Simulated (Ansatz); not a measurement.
# FMoO3 (doublet): what the fields show

```yaml
atoms:
  - { symbol: Mo, position_ang: [-0.0134, -0.0232, -0.0097] }
  - { symbol: O, position_ang: [0.0430, 0.0378, 1.7277] }
  - { symbol: O, position_ang: [1.6359, 0.0655, -0.5551] }
  - { symbol: O, position_ang: [-0.7781, 1.4516, -0.5253] }
  - { symbol: F, position_ang: [-0.8873, -1.5317, -0.6377] }
```

Geometry: r2SCAN-D4/def2-SVPD; ⟨S²⟩ = 0.82, above the pure value of 0.75; core potentials replace the inner electrons of Mo.

The calculation used UKS PBE0-D4/def2-TZVPD in Ansatz 0.2.0.

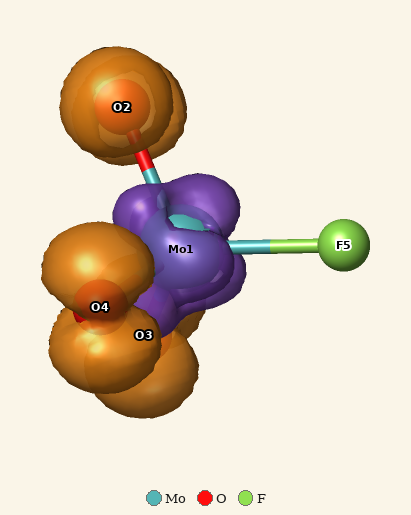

Figure 1. Isosurfaces of the spin density at +0.05 (orange) and −0.05 e/Å³ (purple), seen at a tilt.

Where is the unpaired spin?

The unpaired spin (1 electron) lies mostly on O2 (about 0.4), O3 (about 0.4) and O4 (about 0.4), in electrons by Hirshfeld's partition, with opposite, polarisation-induced spin on Mo1.

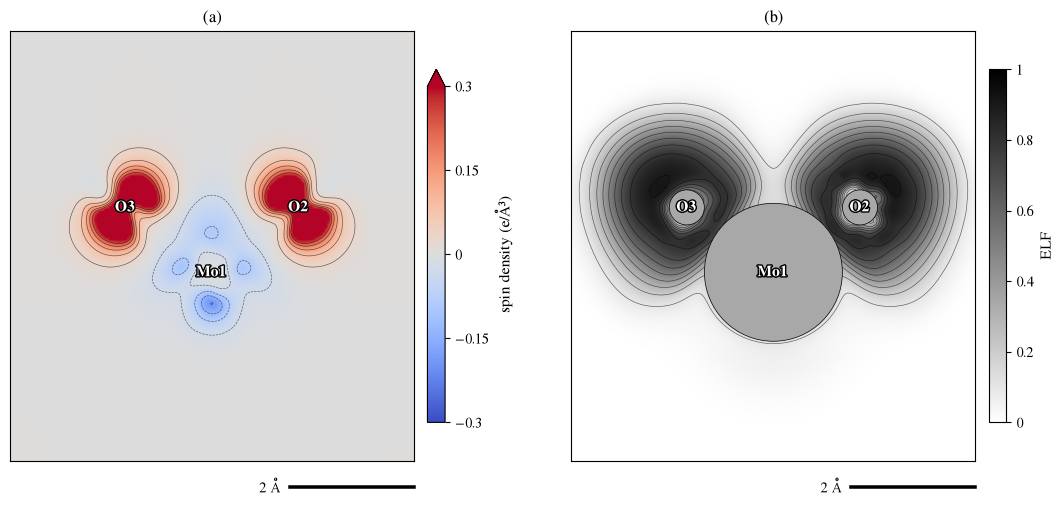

Figure 2. (a) spin density (α minus β); (b) electron localisation function on the plane of atoms O2, Mo1 and O3. Grey discs cover the atomic cores in the ELF map.

Interpret the plot.

- The section cuts through Mo and O sites.
- Mo–O (1.74 Å): the ELF peaks at about 0.85 in the valence shell of O, 0.5 Å from its nucleus, and is about 0.40 at the midpoint.

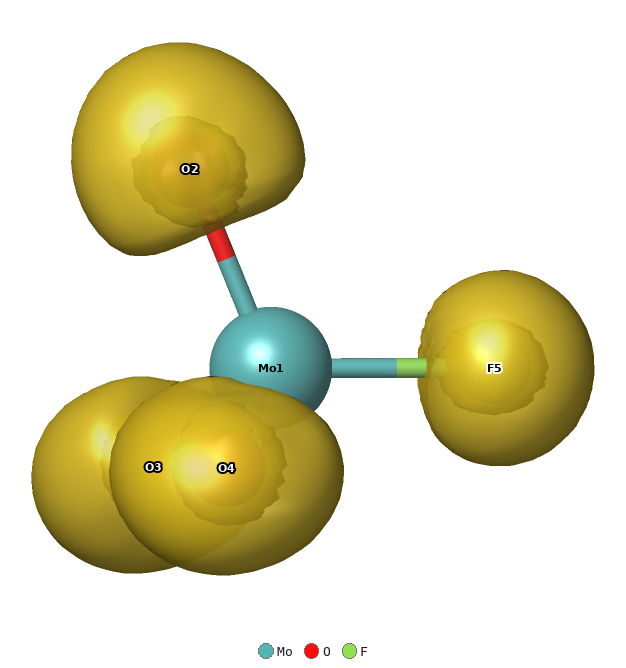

Figure 3. Isosurface of the ELF at 0.75 (yellow), seen at a tilt. Core shells and regions of very low density are left out.

Describe the localisation domains.

The surface consists of one region wrapped around F (its valence shell) and three regions wrapped around O (the valence shell of each).


 Mo–F (1.85 Å): the ELF peaks at about 0.80 in the valence shell of F, 0.5 Å from its nucleus, and drops to about 0.25 between the two atoms.
